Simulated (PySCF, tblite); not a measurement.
# C10H8O2: vibronic structure

Wanted: vibronic structure for C10H8O2 (`CC(=O)c1cccc2occc12`).

Programs: tblite 0.8.0 and PySCF 2.14.0, with routines of our own; each step states its level. All values are computed. Atoms count from 0.

### 1 The starting structure

20 atoms, charge 0, multiplicity 1; geometry from: force field or distance geometry start.

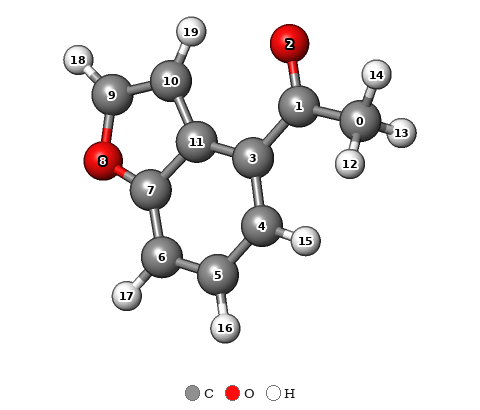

The starting geometry (carbon grey, oxygen red, hydrogen white).

### 2 Optimising the geometry with GFN2-xTB

The job: settings as JSON, then the geometry in Å.

```
{"job": {"kind": "relax", "xc": "GFN2-xTB", "basis": "xTB"}, "charge": 0, "multiplicity": 1}
C     -2.960100    -0.738300    -0.286000
C     -1.501500    -1.036800    -0.213400
O     -1.204700    -2.283800    -0.290500
C     -0.495200    -0.018300    -0.047000
C     -0.803000     1.331400     0.068100
C      0.171200     2.295000     0.216700
C      1.505100     1.934200     0.281200
C      1.849700     0.601300     0.194600
O      3.002700     0.013000     0.224900
C      2.871700    -1.297600     0.101400
C      1.524700    -1.563100    -0.028200
C      0.837800    -0.350700     0.033200
H     -3.218800     0.126900     0.403700
H     -3.191700    -0.514600    -1.347400
H     -3.562500    -1.649400    -0.009700
H     -1.849100     1.638900     0.022900
H     -0.077000     3.359600     0.298800
H      2.273200     2.700800     0.411400
H      3.713300    -1.996400     0.101900
H      1.109200    -2.541500    -0.139700
```

The run is started by

```sh
> OMP_NUM_THREADS=1 python excited_run.py task.json out
```

This one command runs all jobs of the session in turn.

Output:

```text
step      E/eV     max force
  0    -914.03327    4.835
  1    -914.40232    4.148
  2    -914.52741    1.176
  3    -914.55798    0.443
  4    -914.57277    0.237
  5    -914.57986    0.291
  6    -914.58620    0.167
  7    -914.58946    0.135
  8    -914.59169    0.130
  9    -914.59334    0.121
 10    -914.59493    0.105
 11    -914.59649    0.109
 12    -914.59812    0.119
 13    -914.59990    0.119
 14    -914.60164    0.092
 15    -914.60305    0.092
 16    -914.60420    0.094
 17    -914.60540    0.095
 18    -914.60680    0.091
 19    -914.60821    0.084
 20    -914.60939    0.079
 21    -914.61040    0.071
 22    -914.61144    0.082
 23    -914.61253    0.072
 24    -914.61357    0.070
 25    -914.61456    0.079
 26    -914.61564    0.082
 27    -914.61693    0.089
 28    -914.61830    0.075
 29    -914.61944    0.064
 30    -914.62031    0.062
 31    -914.62116    0.087
 32    -914.62222    0.099
 33    -914.62351    0.085
 34    -914.62485    0.100
 35    -914.62595    0.086
 36    -914.62670    0.062
 37    -914.62724    0.060
 38    -914.62778    0.067
 39    -914.62836    0.090
 40    -914.62925    0.075
 41    -914.63067    0.066
 42    -914.63126    0.060
 43    -914.63188    0.068
 44    -914.63254    0.071
 45    -914.63326    0.058
 46    -914.63383    0.050
 47    -914.63424    0.038
 48    -914.63452    0.032
 49    -914.63472    0.031
 50    -914.63484    0.024
 51    -914.63491    0.023
 52    -914.63497    0.025
 53    -914.63503    0.018
 54    -914.63511    0.015
 55    -914.63514    0.013
 56    -914.63518    0.013
 57    -914.63521    0.013
 58    -914.63525    0.015
 59    -914.63529    0.015
 60    -914.63534    0.016
 61    -914.63539    0.016
 62    -914.63547    0.020
 63    -914.63556    0.021
 64    -914.63564    0.020
 65    -914.63571    0.015
 66    -914.63575    0.012
 67    -914.63578    0.009
```

Run time: 0.87 s. Hardware: 1 thread of Arm Neoverse N1, shared host; peak memory 0.18 GiB.

The steps of the relaxation: (not every step is listed)

| step | energy from step 0 (eV) | largest force (eV/Å) |
| --- | --- | --- |
| 0 | 0.0000 | 4.8349 |
| 1 | -0.3691 | 4.1478 |
| 2 | -0.4941 | 1.1764 |
| 3 | -0.5247 | 0.4430 |
| 4 | -0.5395 | 0.2371 |
| 5 | -0.5466 | 0.2907 |
| 6 | -0.5529 | 0.1671 |
| 7 | -0.5562 | 0.1354 |
| 8 | -0.5584 | 0.1296 |
| 13 | -0.5666 | 0.1188 |
| 18 | -0.5735 | 0.0911 |
| 23 | -0.5793 | 0.0722 |
| 28 | -0.5850 | 0.0751 |
| 33 | -0.5902 | 0.0847 |
| 38 | -0.5945 | 0.0674 |
| 43 | -0.5986 | 0.0685 |
| 48 | -0.6012 | 0.0323 |
| 53 | -0.6018 | 0.0182 |
| 58 | -0.6020 | 0.0148 |
| 62 | -0.6022 | 0.0205 |
| 63 | -0.6023 | 0.0211 |
| 64 | -0.6024 | 0.0200 |
| 65 | -0.6024 | 0.0154 |
| 66 | -0.6025 | 0.0124 |
| 67 | -0.6025 | 0.0094 |

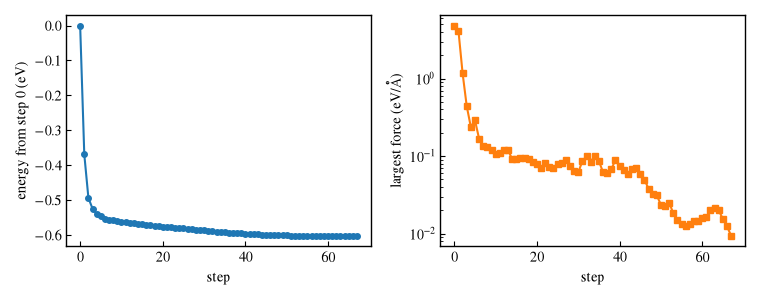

Energy and largest force along the relaxation.

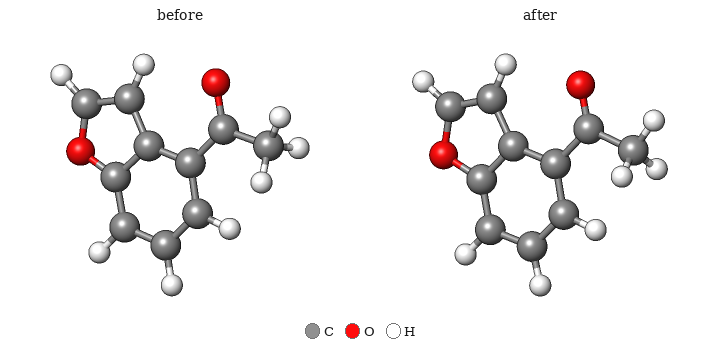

Before and after, at one scale.

Close pairs (by a distance rule), those that changed most:

| bond | before (Å) | after (Å) | change (Å) |
| --- | --- | --- | --- |
| C1–O2 | 1.284 | 1.212 | -0.072 |
| C7–O8 | 1.295 | 1.351 | +0.056 |
| C0–H12 | 1.136 | 1.088 | -0.049 |
| C1–C3 | 1.441 | 1.481 | +0.040 |
| C0–H14 | 1.127 | 1.087 | -0.039 |
| C10–C11 | 1.395 | 1.426 | +0.032 |
| C3–C11 | 1.376 | 1.407 | +0.031 |
| O8–C9 | 1.323 | 1.353 | +0.031 |

The end geometry stands in the next job.

### 3 Harmonic vibrations with GFN2-xTB

The job: settings as JSON, then the geometry in Å.

```
{"job": {"kind": "ir", "xc": "GFN2-xTB", "basis": "xTB"}, "charge": 0, "multiplicity": 1}
C     -2.978957    -0.686814    -0.261129
C     -1.534463    -1.127023    -0.191662
O     -1.235241    -2.299806    -0.252529
C     -0.513067    -0.063911    -0.045781
C     -0.822343     1.290365     0.023780
C      0.158498     2.267969     0.162427
C      1.500238     1.944058     0.242868
C      1.825479     0.600065     0.174533
O      3.058694     0.051047     0.230934
C      2.883880    -1.286919     0.125969
C      1.581129    -1.633519     0.002077
C      0.848972    -0.409659     0.030930
H     -3.253371    -0.149820     0.643996
H     -3.132449    -0.033395    -1.116893
H     -3.611416    -1.565291    -0.363125
H     -1.850745     1.611167    -0.028508
H     -0.137758     3.304939     0.210000
H      2.263820     2.697274     0.353208
H      3.774281    -1.884850     0.152495
H      1.169672    -2.615196    -0.096626
```

Output:

```text
mode    cm-1     km/mol
  1      20.0      5.33
  2     111.5      1.28
  3     180.3      4.88
  4     189.5      0.98
  5     218.0      0.19
  6     239.2      0.66
  7     330.7      0.47
  8     379.9      0.36
  9     420.5      3.26
 10     453.2      1.29
 11     532.4      0.15
 12     562.9     14.98
 13     573.9      0.81
 14     608.5      1.48
 15     622.9      6.80
 16     659.5     15.25
 17     714.3      0.15
 18     793.8     20.83
 19     804.4     12.81
 20     811.8      6.58
 21     839.0     14.26
 22     888.4      1.97
 23     889.5      0.72
 24     917.2      0.21
 25     926.3     25.50
 26     985.5     19.26
 27     993.7     15.65
 28    1052.6     48.61
 29    1088.5      1.87
 30    1107.3      3.90
 31    1146.2     92.99
 32    1173.3      1.19
 33    1208.9      7.78
 34    1244.9     82.55
 35    1275.2    231.16
 36    1307.5      8.82
 37    1363.3      1.49
 38    1364.3     55.26
 39    1391.0     42.20
 40    1460.0      3.39
 41    1467.6     10.03
 42    1482.1     26.96
 43    1530.6     36.36
 44    1567.4     29.52
 45    1594.7      7.02
 46    1718.0    276.19
 47    3029.6     13.36
 48    3031.7      5.69
 49    3053.0     14.67
 50    3089.2     10.11
 51    3105.2     21.20
 52    3109.5     27.48
 53    3163.0      3.69
 54    3210.7      0.66
```

Wall time 1.4 s (1 thread of Arm Neoverse N1, shared host); peak memory 0.18 GiB.

Which atoms move in the most intense modes:

| cm⁻¹ | km/mol | atoms |
| --- | --- | --- |
| 1053 | 48.6 | H19 49 %, O8 20 % |
| 1146 | 93.0 | C1 16 %, O8 15 %, H19 10 %, H16 10 % |
| 1245 | 82.5 | H16 28 %, C1 17 %, C3 16 %, H15 14 % |
| 1275 | 231.2 | C7 30 %, C3 14 %, O8 12 % |
| 1364 | 55.3 | H13 17 %, H12 17 %, H14 12 %, C0 12 % |
| 1391 | 42.2 | C6 20 %, C3 18 %, C11 16 %, C7 14 % |
| 1531 | 36.4 | C9 44 %, C10 38 % |
| 1718 | 276.2 | C1 61 %, O2 37 % |

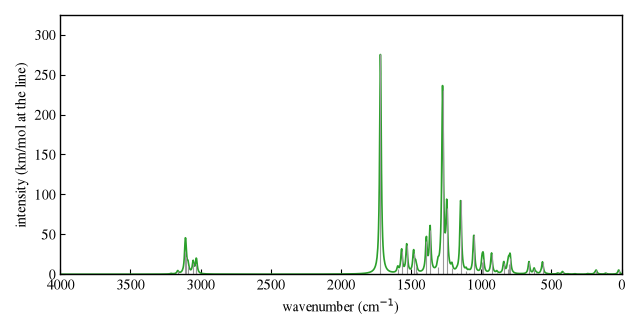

The infrared spectrum from these modes, unscaled. Lines are broadened to a width of 14 cm⁻¹ (Lorentzian).

### 4 Vibronic structure: TDA LC-wPBE/cc-pVDZ

The job, as its differences from that of step 3:

```diff
@@ -1,2 +1,2 @@
-{"job": {"kind": "ir", "xc": "GFN2-xTB", "basis": "xTB"}, "charge": 0, "multiplicity": 1}
+{"job": {"kind": "vib", "xc": "LC-wPBE", "basis": "cc-pVDZ", "tda": true}, "charge": 0, "multiplicity": 1}
 C     -2.978957    -0.686814    -0.261129
```

With the program's defaults for keys left out, this is: TDA LC-wPBE/cc-pVDZ vertical-gradient vibronic structure (displaced harmonic oscillators, Condon), gas phase.

Output:

```text
final grid: 81936 points
cycle   1  E = -535.7729003881  dE =  3.484e+00  |g| = 9.548e-01  |ddm| = 9.140e+00
cycle   2  E = -535.6800993920  dE =  9.280e-02  |g| = 1.285e+00  |ddm| = 3.627e+00
cycle   3  E = -535.9774325887  dE = -2.973e-01  |g| = 1.050e-01  |ddm| = 2.063e+00
cycle   4  E = -535.9797069568  dE = -2.274e-03  |g| = 6.573e-02  |ddm| = 2.661e-01
cycle   5  E = -535.9807857601  dE = -1.079e-03  |g| = 1.326e-02  |ddm| = 1.252e-01
cycle   6  E = -535.9808637850  dE = -7.802e-05  |g| = 5.164e-03  |ddm| = 3.660e-02
cycle   7  E = -535.9808799167  dE = -1.613e-05  |g| = 2.583e-03  |ddm| = 1.662e-02
cycle   8  E = -535.9808852161  dE = -5.299e-06  |g| = 1.142e-03  |ddm| = 9.879e-03
cycle   9  E = -535.9808862481  dE = -1.032e-06  |g| = 4.654e-04  |ddm| = 3.918e-03
cycle  10  E = -535.9808865262  dE = -2.782e-07  |g| = 2.096e-04  |ddm| = 1.983e-03
cycle  11  E = -535.9808865776  dE = -5.137e-08  |g| = 1.155e-04  |ddm| = 8.438e-04
cycle  12  E = -535.9808865889  dE = -1.123e-08  |g| = 2.573e-05  |ddm| = 4.546e-04
cycle  13  E = -535.9808865895  dE = -6.701e-10  |g| = 1.532e-05  |ddm| = 1.032e-04
converged SCF energy = -535.9808865895

Singlet excitations (eV, f): 4.053 (0.0001)  4.953 (0.1796)  5.350 (0.1774)  6.824 (0.6529)  7.005 (0.0687)  7.307 (0.0009)

State S1  4.0532 eV  f = 0.00008  H-2->L 0.77, H-2->L+2 0.13
  relaxed dipole 1.825 D, largest gradient of the excitation energy 0.1127 Eh/bohr
  mode    cm-1        S   lambda/meV  Raman
   46   1718.0    0.8151     173.6   1.000
   34   1244.9    0.0813      12.6   0.052
   44   1567.4    0.0526      10.2   0.054
   35   1275.2    0.0642      10.2   0.043
   42   1482.1    0.0421       7.7   0.038
   27    993.7    0.0496       6.1   0.020
   20    811.8    0.0515       5.2   0.014
   31   1146.2    0.0365       5.2   0.020
   16    659.5    0.0386       3.2   0.007
   38   1364.3    0.0125       2.1   0.010
   10    453.2    0.0323       1.8   0.003
   33   1208.9    0.0101       1.5   0.006
  reorganisation energy 0.2485 eV, total S 1.361, 0-0 3.8047 eV
  absorption maximum 3.805 eV, width 0.250 eV

State S2  4.9529 eV  f = 0.17960  H->L 0.69, H-1->L 0.13, H-1->L+1 0.09
  relaxed dipole 3.267 D, largest gradient of the excitation energy 0.0542 Eh/bohr
  mode    cm-1        S   lambda/meV  Raman
   35   1275.2    0.2132      33.7   0.917
   44   1567.4    0.1538      29.9   1.000
   27    993.7    0.1632      20.1   0.427
    8    379.9    0.3057      14.4   0.117
   46   1718.0    0.0653      13.9   0.510
   43   1530.6    0.0726      13.8   0.450
   12    562.9    0.1858      13.0   0.156
   42   1482.1    0.0693      12.7   0.403
   28   1052.6    0.0943      12.3   0.277
   25    926.3    0.1014      11.6   0.230
   30   1107.3    0.0772      10.6   0.251
   31   1146.2    0.0665       9.4   0.231
  reorganisation energy 0.2361 eV, total S 2.036, 0-0 4.7168 eV
  absorption maximum 4.721 eV, width 0.404 eV

State S4  6.8239 eV  f = 0.65290  H->L+1 0.70, H-1->L 0.18
  relaxed dipole 2.029 D, largest gradient of the excitation energy 0.0582 Eh/bohr
  mode    cm-1        S   lambda/meV  Raman
   43   1530.6    0.2311      43.9   1.000
   25    926.3    0.2309      26.5   0.366
   36   1307.5    0.1155      18.7   0.365
   32   1173.3    0.1227      17.8   0.312
   39   1391.0    0.0963      16.6   0.344
   28   1052.6    0.1058      13.8   0.217
   42   1482.1    0.0636      11.7   0.258
    8    379.9    0.2259      10.6   0.060
   27    993.7    0.0862      10.6   0.157
   31   1146.2    0.0700       9.9   0.170
   45   1594.7    0.0467       9.2   0.219
   14    608.5    0.1222       9.2   0.084
  reorganisation energy 0.2508 eV, total S 1.976, 0-0 6.5731 eV
  absorption maximum 6.573 eV, width 0.394 eV

State T1  3.2452 eV  f = 0.00000  H->L 0.71
  relaxed dipole 2.086 D, largest gradient of the excitation energy 0.0674 Eh/bohr
  mode    cm-1        S   lambda/meV  Raman
   44   1567.4    0.7999     155.5   1.000
   43   1530.6    0.4050      76.9   0.483
   35   1275.2    0.2821      44.6   0.233
   36   1307.5    0.1543      25.0   0.134
   37   1363.3    0.1232      20.8   0.116
   42   1482.1    0.0878      16.1   0.098
   28   1052.6    0.1052      13.7   0.059
   38   1364.3    0.0639      10.8   0.061
   30   1107.3    0.0777      10.7   0.049
   31   1146.2    0.0677       9.6   0.045
   27    993.7    0.0661       8.1   0.033
   14    608.5    0.1055       8.0   0.020
  reorganisation energy 0.4358 eV, total S 2.714, 0-0 2.8094 eV
  absorption maximum 2.999 eV, width 0.598 eV
```

Run time: 2.8 min. Hardware: 1 thread of Arm Neoverse N1, shared host; peak memory 1.3 GiB.

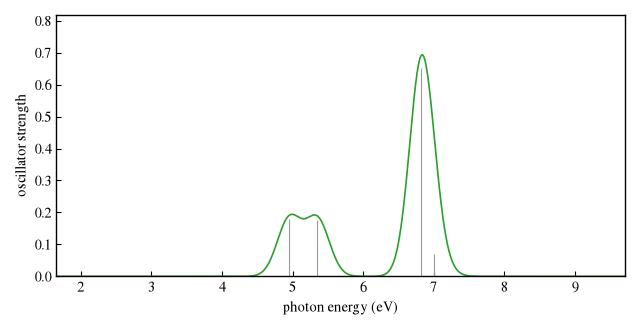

Absorption lines of the singlets. Lines are broadened to a width of 0.40 eV (Gaussian).

### 5 Results

| quantity | value |
| --- | --- |
| strongest single infrared mode (GFN2-xTB) | 1718 cm⁻¹, 276 km/mol |
| zero-point energy (GFN2-xTB) | 94.4 kcal/mol |
| S1: vertical, reorganisation, 0-0, total S (step 4, TDA LC-wPBE/cc-pVDZ, modes from GFN2-xTB) | 4.05, 0.25, 3.80 eV; 1.4 |
| S2: vertical, reorganisation, 0-0, total S (step 4, TDA LC-wPBE/cc-pVDZ, modes from GFN2-xTB) | 4.95, 0.24, 4.72 eV; 2.0 |
| S4: vertical, reorganisation, 0-0, total S (step 4, TDA LC-wPBE/cc-pVDZ, modes from GFN2-xTB) | 6.82, 0.25, 6.57 eV; 2.0 |

**Reading.** All 54 modes are real, so the xTB geometry is a minimum. The strongest single mode, at 1718 cm⁻¹, moves mainly C1 and O2. GFN2-xTB is a fitted tight-binding method: band positions and strengths are rough. Its intensities can rank the bands wrongly. The vibronic model keeps the ground-state modes (from xTB) and shifts them along the gradient alone, so it can miss much of the relaxation that a full optimisation finds.
